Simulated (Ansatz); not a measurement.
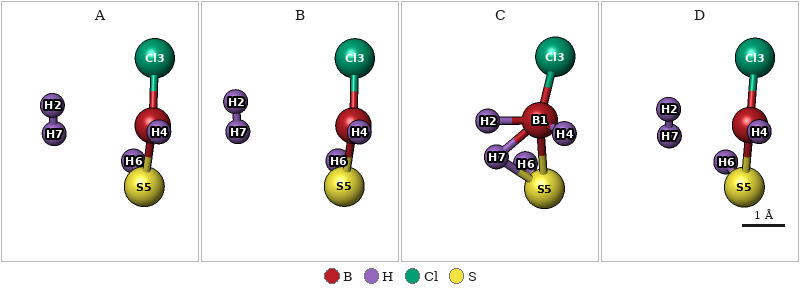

4 geometries from a converged minimum-energy path of BH4SCl, shuffled. A ball-and-stick model, seen from a free direction.

All numbers below come from Ansatz 0.2.0, RKS PBE0-D4/def2-SVP. Settings: 7 movable images; climbing image; force threshold 0.05 eV/Å; iteration limit 60; starting path through a guess of the saddle point.

Question: One of them is the converged climbing image. Which?

Answer: C. In order along the path, whose images run from 0 to 8: C (image 3, +68.8 kJ/mol), D (image 5, +0.9 kJ/mol), A (image 6, −22.2 kJ/mol), B (image 7, −30.5 kJ/mol). Breaking: B1–H2 (1.21 → 1.29 at the top → 3.26 Å), S5–H7 (1.35 → 1.61 at the top → 3.67 Å). Forming: H2–H7 (2.80 → 1.13 at the top → 0.76 Å).
